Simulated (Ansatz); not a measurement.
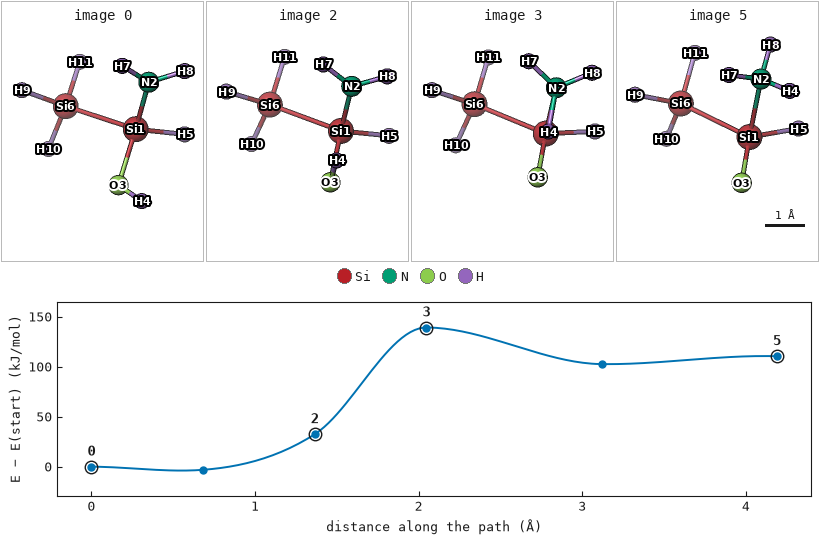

A nudged-elastic-band calculation for Si$_{2}$NH$_{7}$O. Images are numbered from 0 (start) to 5 (end). Style: ball-and-stick. Shown from a free direction.

These are results of RKS revPBE-D4/def2-SVPD (Ansatz 0.2.0), not measurements. Set-up: 4 movable images; climbing image.

Q: Read off the barrier and say what moves.

A: A hydrogen atom shifts from one atom to another. Breaking: O3–H4 (0.96 → 1.42 at the top → 2.85 Å). Forming: N2–H4 (3.11 → 1.23 at the top → 1.02 Å). Relative to the start the highest point is image 3 at +139.2 kJ/mol and the end lies at +110.5 kJ/mol, but the profile dips to +102.6 kJ/mol at image 4 on the way, so an end point isn't at the bottom of its valley along this path. The band converged in 23 iterations. The largest component of the band force went from 5.2 to 0.029 eV/Å. The climbing image converged on the top of the path. Its curvatures weren't checked. The largest force component is 1.24 eV/Å at the start and 2.27 eV/Å at the end; an end with forces this large is no minimum, and the barrier measured from it can be far off.
